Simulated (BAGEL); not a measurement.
**PBE0/cc-pVTZ (density fitting with qzvpp-jkfit) run of BH2F (SMILES BF)**

What is the energy change on altering one bond length of BH2F at PBE0/cc-pVTZ (density fitting with qzvpp-jkfit)? 

Program for the calculation: BAGEL 1.2.2.

3 further runs of the same task are left out: 2 that didn't finish, 1 set aside as unsound or not needed. Runs told in other sessions of the task aren't counted.

## Step 1: The molecule

BH2F: 4 atoms, total charge 0, spin state singlet. SMILES: `BF`. Geometry: relaxed at PBE0-D4/def2-TZVP.

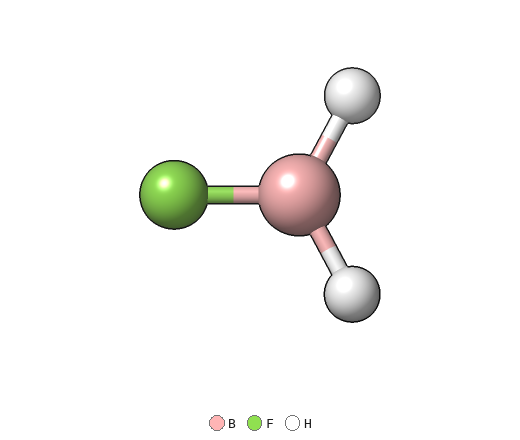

Viewed from a chosen angle; boron pink, fluorine green, hydrogen white.

## Step 2: The energy at PBE0/cc-pVTZ (density fitting with qzvpp-jkfit)

Contents of calc.json:

```json
{ "bagel": [

{
  "title": "molecule",
  "basis": "cc-pvtz.json",
  "df_basis": "qzvpp-jkfit",
  "angstrom": true,
  "geometry": [
    { "atom": "B", "xyz": [      -0.027300,      -0.004000,      -0.030800 ] },
    { "atom": "F", "xyz": [       1.061200,      -0.296700,       0.649900 ] },
    { "atom": "H", "xyz": [      -1.012500,      -0.649100,       0.186200 ] },
    { "atom": "H", "xyz": [       0.034200,       0.889600,      -0.825600 ] }
  ]
},

{ "title": "ks", "xc_func": "pbe0" },

{ "title": "print", "file": "orbitals.molden", "orbitals": true }

]}
```

The basis set cc-pVTZ is read from a file made from the Basis Set Exchange's data (not shown).

Run with:

```console
BAGEL_NUM_THREADS=1 BAGEL calc.json > calc.out
```

Standard output:

```text
* using 1 threads per process

  ===============================================================
  ===============================================================

  *** Geometry ***

  { "atom" : "B", "xyz" : [     -0.051590,     -0.007559,     -0.058204 ] },
  { "atom" : "F", "xyz" : [      2.005377,     -0.560682,      1.228133 ] },
  { "atom" : "H", "xyz" : [     -1.913348,     -1.226621,      0.351867 ] },
  { "atom" : "H", "xyz" : [      0.064629,      1.681100,     -1.560158 ] },

  Number of auxiliary basis functions:      188

  Since a DF basis is specified, we compute 2- and 3-index integrals:
    o Being stored without compression. Storage requirement is 0.012 GB

  Number of basis functions:       88
  Number of electrons      :       16

    * METHOD: MOLECULE                             0.10

  *** Kohn-Sham DFT ***

    * Removing 5065 points whose weight is below 1.00e-10
    * Grid points: 54559

  === Nuclear Repulsion ===
    27.1757584682

       - DIIS with orbital gradients will be used.

  === KS iteration (pbe0 / cc-pvtz.json) ===
      0       -101.94593240          0.18774576           0.24
      1        -99.03971920          0.12672472           0.24
      2       -107.62569213          0.12908807           0.44
      3       -124.46165151          0.07083337           0.18
      4       -124.44324876          0.06346330           0.17
      5       -124.84225492          0.05549012           0.17
      6       -125.50630273          0.03167587           0.17
      7       -125.82733767          0.00556925           0.17
      8       -125.83455068          0.00072145           0.21
      9       -125.83466283          0.00015099           0.16
     10       -125.83466891          0.00002672           0.16
     11       -125.83466909          0.00000562           0.16
     12       -125.83466910          0.00000031           0.17
     13       -125.83466910          0.00000013           0.17
     14       -125.83466910          0.00000000           0.16
    * SCF iteration converged.

    * Permanent dipole moment:
           (    0.224075,    -0.060187,     0.140051) a.u.

    * METHOD: KS                                   3.47

    * METHOD: PRINT                                0.02

  ===============================================================
```

Run time: 3.9 s. Hardware: 1 thread of Intel Xeon Platinum 8259CL at 2.50GHz (Skylake/Cascade Lake), shared host; peak memory 0.23 GiB.

## Step 3: The distorted shape

Contents of calc.json:

```json
{ "bagel": [

{
  "title": "molecule",
  "basis": "cc-pvtz.json",
  "df_basis": "qzvpp-jkfit",
  "angstrom": true,
  "geometry": [
    { "atom": "B", "xyz": [    0.120516,    0.092789,   -0.063358 ] },
    { "atom": "F", "xyz": [    1.209016,   -0.199911,    0.617342 ] },
    { "atom": "H", "xyz": [   -1.012500,   -0.649100,    0.186200 ] },
    { "atom": "H", "xyz": [    0.182016,    0.986389,   -0.858158 ] }
  ]
},
{ "title": "ks", "xc_func": "pbe0", "charge": 0 },
{ "title": "print", "file": "orbitals.molden", "orbitals": true }

]}
```

The basis set cc-pVTZ is read from a file made from the Basis Set Exchange's data (not shown).

Run with:

```console
BAGEL_NUM_THREADS=1 BAGEL calc.json > calc.out
```

Standard output:

```text
* using 1 threads per process

  ===============================================================
  ===============================================================

  *** Geometry ***

  { "atom" : "B", "xyz" : [      0.227742,      0.175346,     -0.119729 ] },
  { "atom" : "F", "xyz" : [      2.284709,     -0.377777,      1.166607 ] },
  { "atom" : "H", "xyz" : [     -1.913348,     -1.226621,      0.351867 ] },
  { "atom" : "H", "xyz" : [      0.343960,      1.864005,     -1.621684 ] },

  Number of auxiliary basis functions:      188

  Since a DF basis is specified, we compute 2- and 3-index integrals:
    o Being stored without compression. Storage requirement is 0.012 GB

  Number of basis functions:       88
  Number of electrons      :       16

    * METHOD: MOLECULE                             0.07

  *** Kohn-Sham DFT ***

    * Removing 4870 points whose weight is below 1.00e-10
    * Grid points: 54754

  === Nuclear Repulsion ===
    26.7230880417

       - DIIS with orbital gradients will be used.

  === KS iteration (pbe0 / cc-pvtz.json) ===
      0       -101.75326861          0.18779097           0.24
      1        -98.92519638          0.12187338           0.25
      2       -107.73173294          0.12660202           0.25
      3       -124.05071460          0.07547768           0.24
      4       -124.25227916          0.06670823           0.17
      5       -124.77124492          0.05697214           0.17
      6       -125.40482853          0.03543212           0.17
      7       -125.80728879          0.00808044           0.17
      8       -125.82387025          0.00081313           0.17
      9       -125.82404447          0.00012120           0.17
     10       -125.82404866          0.00002338           0.19
     11       -125.82404881          0.00000704           0.18
     12       -125.82404882          0.00000041           0.16
     13       -125.82404882          0.00000010           0.18
     14       -125.82404882          0.00000002           0.17
     15       -125.82404882          0.00000000           0.17
    * SCF iteration converged.

    * Permanent dipole moment:
           (    0.135052,    -0.116648,     0.157985) a.u.

    * METHOD: KS                                   3.44

    * METHOD: PRINT                                0.02

  ===============================================================
```

It took 3.9 s on 1 thread of Intel Xeon Platinum 8259CL at 2.50GHz (Skylake/Cascade Lake), shared host; peak memory 0.23 GiB.

## Step 4: Summary of results

At PBE0/cc-pVTZ (density fitting with qzvpp-jkfit):

```
                                                         quantity          value
                                        first shape: total energy  -125.83467 Eh
                                       first shape: dipole moment         0.69 D
                                         first shape: HOMO energy       -9.31 eV
                                         first shape: LUMO energy       -1.12 eV
                                       first shape: HOMO–LUMO gap        8.20 eV
                                    distorted shape: total energy  -125.82405 Eh
                                   distorted shape: dipole moment         0.61 D
                                     distorted shape: HOMO energy       -9.06 eV
                                     distorted shape: LUMO energy       -1.19 eV
                                   distorted shape: HOMO–LUMO gap        7.87 eV
energy change with the B1–H3 bond stretched from 1.197 to 1.377 Å       0.289 eV
```

In words: With the B1–H3 bond stretched from 1.197 to 1.377 Å the energy rises by 0.29 eV (27.9 kJ/mol).
